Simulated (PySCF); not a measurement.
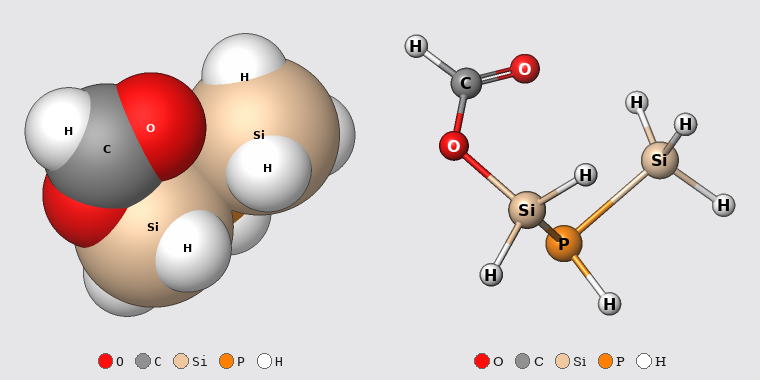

The same structure drawn twice, from different directions.

The computed structure is the end point of a PBE0-D3(BJ)/def2-SVP optimisation. No frequency run is at hand to confirm it as a minimum.

Identify the structure.

It has 13 atoms: 1 carbon, 7 hydrogen, 2 oxygen, 1 phosphorus and 2 silicon (CH7O2PSi2). SMILES: `O=CO[SiH2]P[SiH3]`. It has no ring. Among its groups: Si–H bond, Si–O bond. The point group is C1. Coordination: 1 C trigonal planar; 1 O bent; 2 Si tetrahedral; 1 P trigonal pyramidal.

More results for the same structure follow; atom numbers are the same in all pictures, views and colours differ.

**Shape**

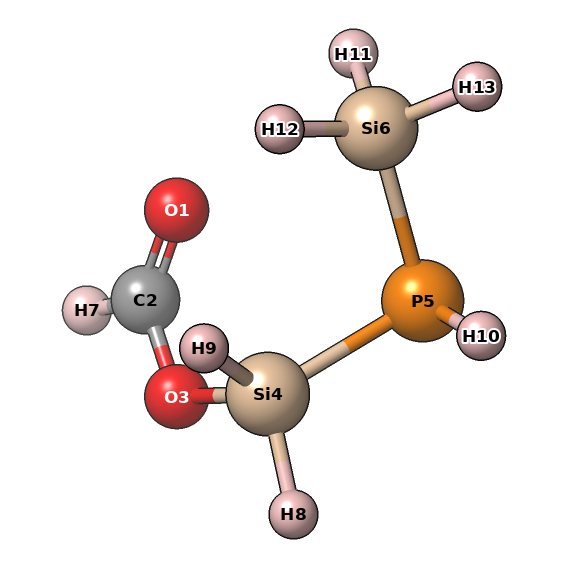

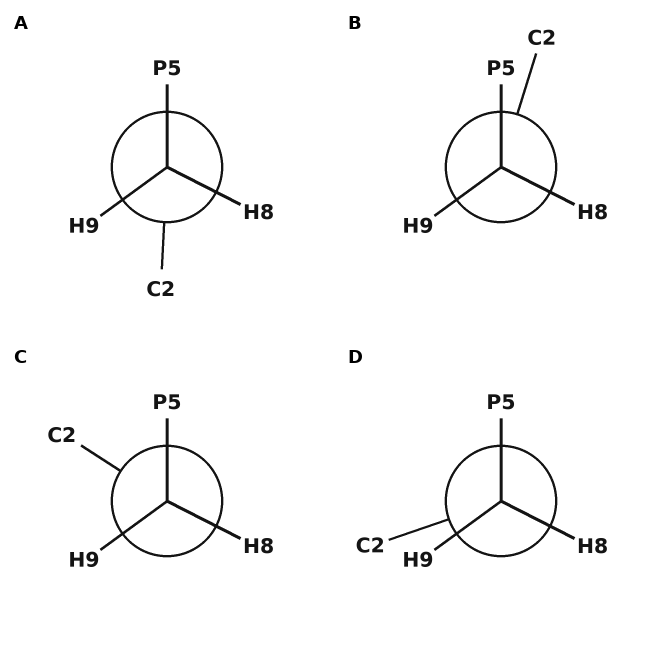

Depth is shown by fading: the farther an atom, the more it takes the colour of the background. Bonds that would overlap in a projection are set slightly apart. No frequency run is at hand to confirm it as a minimum.

Which Newman projection shows the view along Si4–O3, with Si4 in front?

Answer. C. The torsion angle P5–Si4–O3–C2 is −57°, synclinal (gauche).

**Dipole moment**

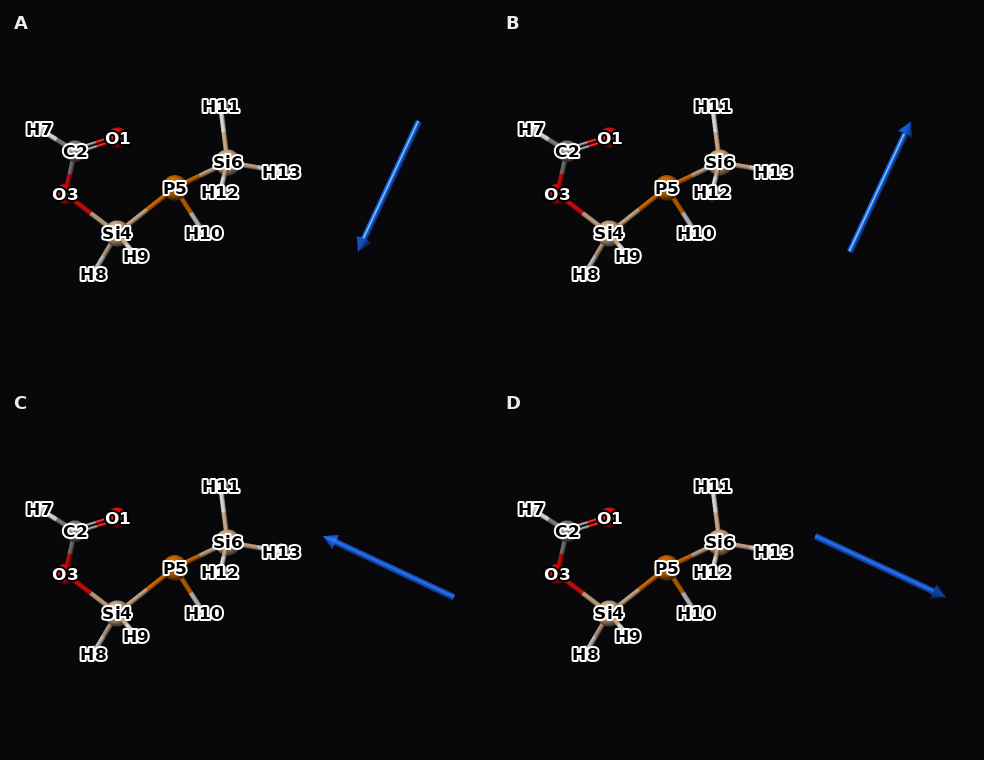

The same molecule four times, each with an arrow. No frequency run is at hand to confirm it as a minimum. Level of theory: PBE0/pcSseg-1 in dichloromethane (IEF-PCM) (PySCF 2.14.0).

Which arrow points along the dipole moment, from the negative to the positive end?

Answer. A. The dipole moment is 2.03 D; it points from the side of H11 to the side of H8 (the outermost atoms at the two ends).

**NMR shielding**

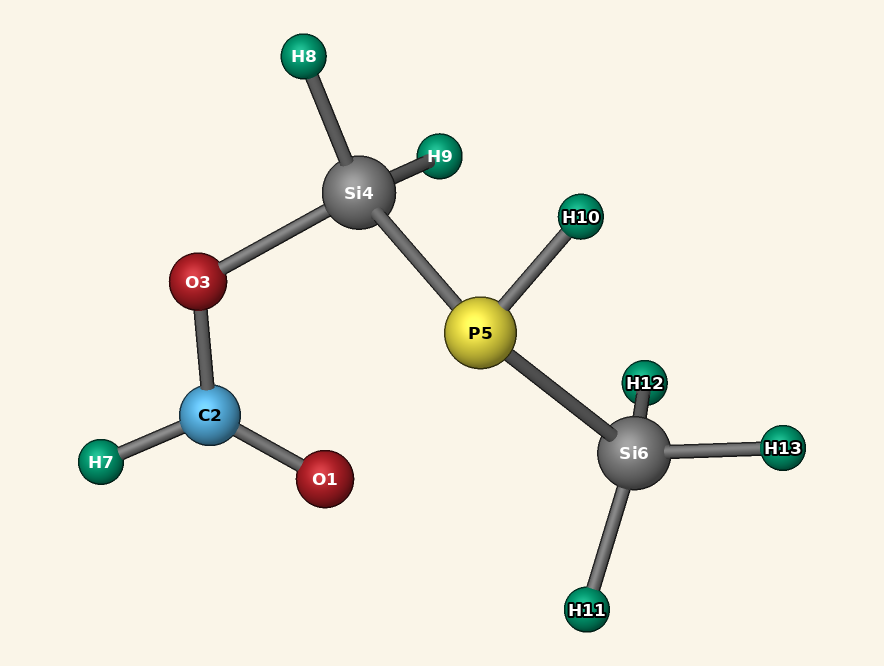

The questions are on isotropic NMR shieldings of the H atoms. No frequency run is at hand to confirm it as a minimum. Properties computed with GIAO PBE0/pcSseg-1 NMR shielding, non-relativistic, IEF-PCM acetonitrile (PySCF 2.14.0).

List the isotropic NMR shieldings of the H atoms.

| atom | σ (ppm) |
| --- | --- |
| H7 | 23.25 |
| H8 | 25.90 |
| H9 | 25.68 |
| H10 | 29.81 |
| H11 | 27.12 |
| H12 | 26.92 |
| H13 | 26.98 |

**Bond orders**

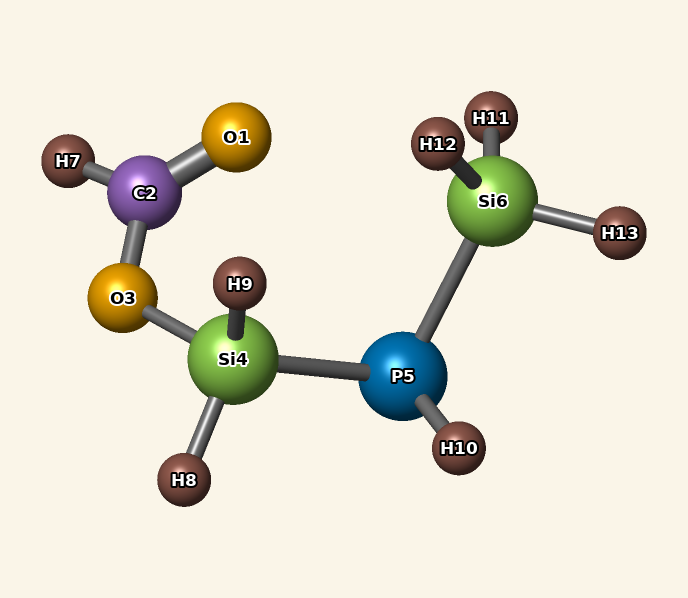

The thickness of each stick grows with its Mayer bond order. No frequency run is at hand to confirm it as a minimum. Level of theory: PBE0/pcSseg-1 in acetonitrile (IEF-PCM) (PySCF 2.14.0).

Which bond has the highest Mayer bond order?

Answer. O1–C2, 1.86, at a length of 1.204 Å.

List the Mayer bond orders of O1–C2, C2–O3, C2–H7, O3–Si4, Si4–P5, Si4–H8, Si4–H9, P5–Si6, P5–H10, Si6–H11, Si6–H12, Si6–H13.

| bond | Mayer order | length (Å) |
| --- | --- | --- |
| O1–C2 | 1.86 | 1.204 |
| C2–O3 | 1.16 | 1.321 |
| C2–H7 | 0.93 | 1.109 |
| O3–Si4 | 0.76 | 1.732 |
| Si4–P5 | 0.97 | 2.240 |
| Si4–H8 | 0.94 | 1.486 |
| Si4–H9 | 0.91 | 1.490 |
| P5–Si6 | 0.90 | 2.274 |
| P5–H10 | 0.90 | 1.431 |
| Si6–H11 | 0.94 | 1.487 |
| Si6–H12 | 0.92 | 1.492 |
| Si6–H13 | 0.93 | 1.497 |

**Electronic properties**

No frequency run is at hand to confirm it as a minimum. Method: PBE0/def2-SVPD in acetonitrile (IEF-PCM) (PySCF 2.14.0). Excitations: vertical, linear response.

What is the LUMO energy (Kohn–Sham orbital)?

Answer. −0.50 eV.

What is the HOMO energy (Kohn–Sham orbital)?

Answer. −7.48 eV.

Estimate the lowest vertical singlet excitation.

Answer. 5.88 eV.

Estimate the brightest of the 6 lowest singlets.

Answer. 6.43 eV.
